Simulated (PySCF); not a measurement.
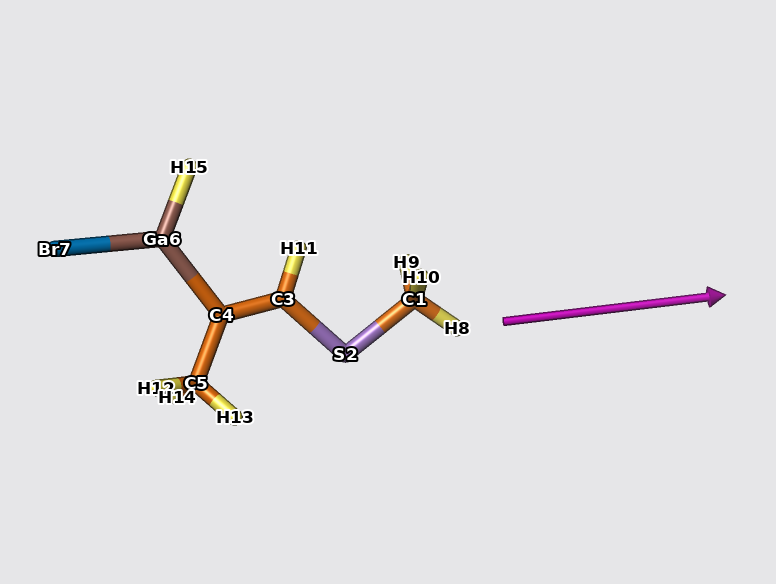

The arrow beside the molecule shows the direction of the dipole moment, from the negative to the positive end (its length means nothing). The computed structure is the end point of a GFN2-xTB optimisation. No frequency run is at hand to confirm it as a minimum. Properties computed with CAM-B3LYP/def2-SVPD, gas phase (PySCF 2.14.0).

### Estimate the dipole moment.

3.14 D; it points from the side of Br7 to the side of H8 (the outermost atoms at the two ends).

The geometry is semi-empirical. Around Br, Ga such bond lengths and angles can be off by a tenth of an ångström or more and by several degrees, and values that hang on the shape move with them.
